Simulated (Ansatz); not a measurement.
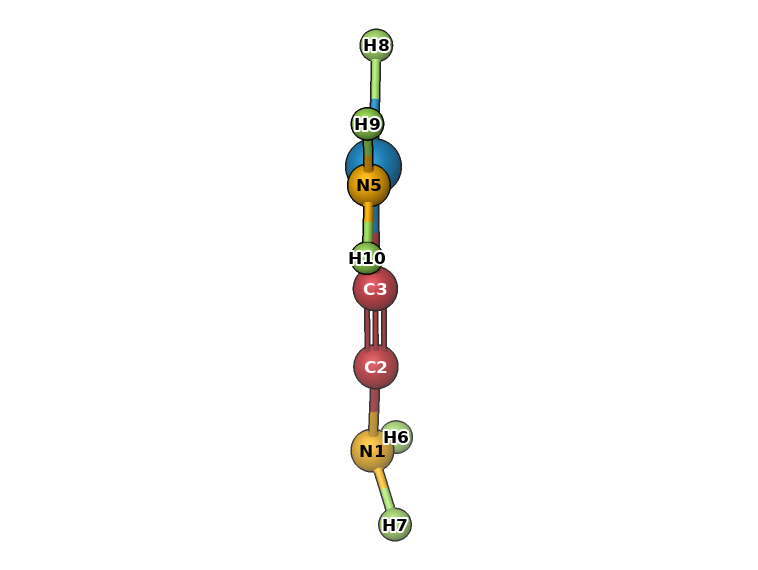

Al4 lies behind N5. The molecule seen nearly along the N5–Al4 bond, N5 in front. Atoms fade into the background with distance from the viewer. The computed structure is the end point of a PBE-D4/def2-SVP optimisation. No frequency run is at hand to confirm it as a minimum.

What is the torsion angle H9–N5–Al4–C3? The sign is positive where the front bond must turn clockwise to cover the back bond.

Answer. 180°, antiperiplanar (anti).
